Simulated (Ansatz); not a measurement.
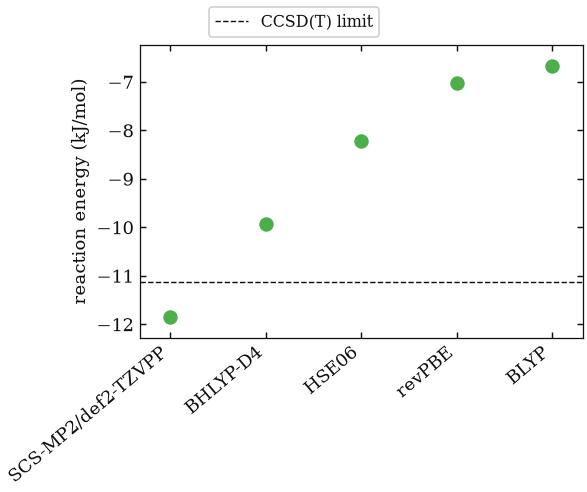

Electronic reaction energy of TiH₄SO₃ ([OH][Ti]([OH])([OH])[SH]) + H₂Se ([SeH2]) → TiH₄SeO₃ ([OH][Ti]([OH])([OH])[SeH]) + H₂S (S) (SMILES in brackets) at several levels (functionals in def2-TZVPP unless a basis is named), isolated molecules at PBE0-D4 triple-zeta geometries, minima by their frequencies, no zero-point or thermal terms, the Ansatz code 0.2.0. The line is frozen-core CCSD(T) at the basis limit (MP2 extrapolated from triple and quadruple zeta, plus CCSD(T) less MP2 in a smaller set). No dispersion term is added to HSE06, revPBE and BLYP. The distance of SCS-MP2/def2-TZVPP to the limit includes basis error.

What do zero-point energy and temperature add?

Zero-point change 1.1 kJ/mol; at 298.15 K and 1 bar the CCSD(T) limit plus thermal terms gives an enthalpy of reaction of −9.3 and a free energy of −9.7 kJ/mol (harmonic PBE0-D4 modes, ideal gas).

Give the values.

```
             level  kJ/mol  less CCSD(T) limit
SCS-MP2/def2-TZVPP   −11.9                −0.7
          BHLYP-D4    −9.9                 1.2
             HSE06    −8.2                 2.9
            revPBE    −7.0                 4.1
              BLYP    −6.7                 4.5
     CCSD(T) limit   −11.1                 0.0
```

Caveats: no scalar relativity up to krypton; outer-core shells are correlated without core-valence functions, which makes the correlated values less sure.
